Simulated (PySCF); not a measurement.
**Core-level calculation of CH8FO2PSi2**

System: CH8FO2PSi2, SMILES CO[Si](O)(F)P[SiH3].
Method: delta-SCF UKS SCAN, pcX-2 on the ionised atom, pcseg-1 elsewhere, spin-free X2C (PySCF 2.14.0).

Figures and captions count atoms from 1; the log counts them from 0 in places.

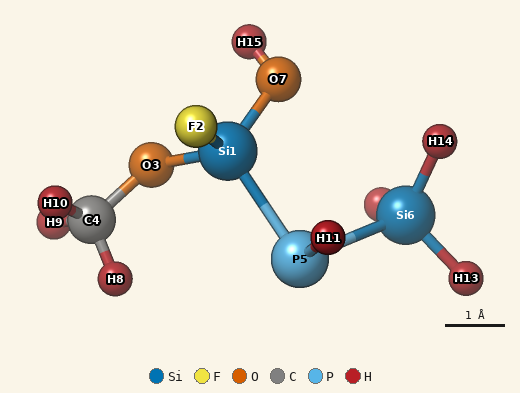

Figure 1. The structure (ball-and-stick view, seen at a tilt; atoms are numbered from 1 in the order of the input).

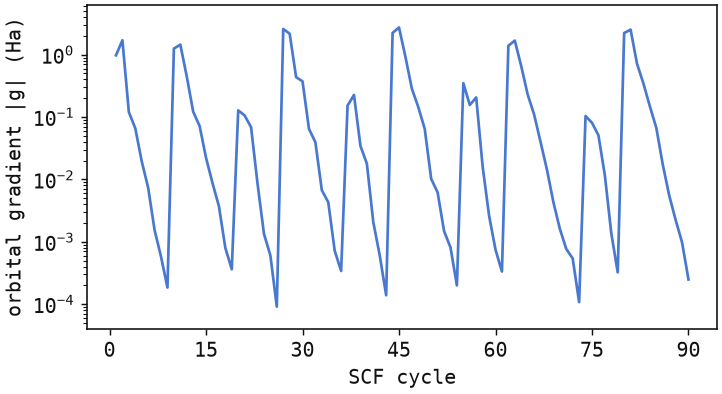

Figure 2. Convergence of the self-consistent field: orbital gradient |g| against the SCF cycle. All cycles printed in the log are drawn one after another.

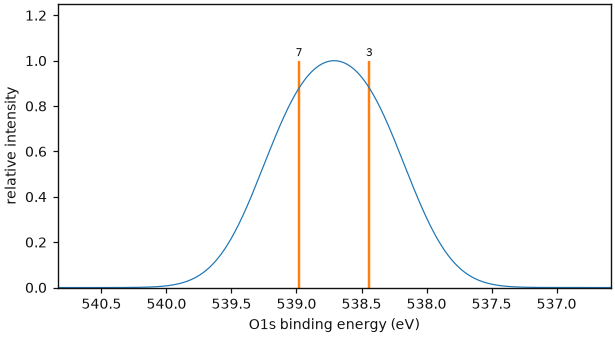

Figure 3. O1s binding energies by ΔSCF of the atoms computed, labelled by atom number, with a Gaussian envelope of 0.8 eV full width. They run from 538.44 eV (atom 3) to 538.98 eV (atom 7).

These pictures come from the run below.

## Input file
```
{"job": {"kind": "xps", "holes": 5}, "charge": 0, "multiplicity": 1}
Si    -0.060357     0.028072     0.855385
F     -0.276941     1.093309     2.059542
O      1.532764    -0.376047     0.816263
C      2.594947     0.523576     0.622078
P     -0.744635     1.005567    -1.030404
Si    -2.082802    -0.689721    -1.723115
O     -0.886623    -1.361348     1.155737
H      2.440083     1.151135    -0.273601
H      3.521270    -0.052399     0.483134
H      2.724427     1.187437     1.493619
H     -1.774382     1.758847    -0.390738
H     -1.205896    -1.860358    -2.014218
H     -2.723225    -0.241484    -2.996864
H     -3.147110    -1.058497    -0.747951
H     -0.416403    -2.035643     1.658273
```

The first line tells a small driver script what to run in PySCF; the rest is the geometry in Å.

Run as:
```bash
OMP_NUM_THREADS=1 python <driver script> task.json out
```

## What the program printed
```
ground state, core basis on atom 0 (Si), 192 functions
  cycle   1  E = -1215.52860640  |g| = 9.76e-01
  cycle   2  E = -1215.17718111  |g| = 1.70e+00
  cycle   3  E = -1215.69806367  |g| = 1.20e-01
  cycle   4  E = -1215.70088967  |g| = 6.60e-02
  cycle   5  E = -1215.70189497  |g| = 1.95e-02
  cycle   6  E = -1215.70195177  |g| = 7.38e-03
  cycle   7  E = -1215.70196864  |g| = 1.54e-03
  cycle   8  E = -1215.70196822  |g| = 5.78e-04
  cycle   9  E = -1215.70196687  |g| = 1.85e-04
  E(ground) = -1215.75013368 Eh
hole in Si 2p of atom 0
  cycle   1  E = -1211.37296436  |g| = 1.25e+00
[... 9 cycles left out ...]
  E(ion) = -1211.76045416 Eh   <S^2> = 0.7524   hole on atom = 1.003   binding energy = 108.565 eV
  2p3/2 = 108.384 eV   2p1/2 = 109.010 eV
ground state, core basis on atom 1 (F), 181 functions
[... 7 cycles left out ...]
  E(ground) = -1215.72083514 Eh
hole in F 1s of atom 1
[... 10 cycles left out ...]
  E(ion) = -1190.28385887 Eh   <S^2> = 0.7569   hole on atom = 1.000   binding energy = 692.175 eV
ground state, core basis on atom 2 (O), 181 functions
[... 7 cycles left out ...]
  E(ground) = -1215.70370973 Eh
hole in O 1s of atom 2
[... 11 cycles left out ...]
  E(ion) = -1195.91640799 Eh   <S^2> = 0.7618   hole on atom = 1.000   binding energy = 538.440 eV
ground state, core basis on atom 4 (P), 192 functions
[... 7 cycles left out ...]
  E(ground) = -1215.75575913 Eh
hole in P 2p of atom 4
[... 12 cycles left out ...]
  E(ion) = -1210.74672100 Eh   <S^2> = 0.7538   hole on atom = 1.002   binding energy = 136.303 eV
  2p3/2 = 136.059 eV   2p1/2 = 136.948 eV
ground state, core basis on atom 6 (O), 181 functions
[... 6 cycles left out ...]
  E(ground) = -1215.70275446 Eh
hole in O 1s of atom 6
[... 1 cycle left out ...]
  cycle   2  E = -1193.12294016  |g| = 2.52e+00
  cycle   3  E = -1195.49644987  |g| = 7.14e-01
  cycle   4  E = -1195.72209660  |g| = 3.44e-01
  cycle   5  E = -1195.79604084  |g| = 1.48e-01
  cycle   6  E = -1195.80621283  |g| = 6.70e-02
  cycle   7  E = -1195.80789483  |g| = 1.74e-02
  cycle   8  E = -1195.80803617  |g| = 5.55e-03
  cycle   9  E = -1195.80805044  |g| = 2.25e-03
  cycle  10  E = -1195.80805070  |g| = 9.80e-04
  cycle  11  E = -1195.80805181  |g| = 2.49e-04
  E(ion) = -1195.89559025 Eh   <S^2> = 0.7614   hole on atom = 1.000   binding energy = 538.980 eV
```

## Key numbers

```csv
quantity,value
outcome,converged
hardware,"1 CPU thread, shared host"
wall time,59 s
peak memory,0.71 GiB
```
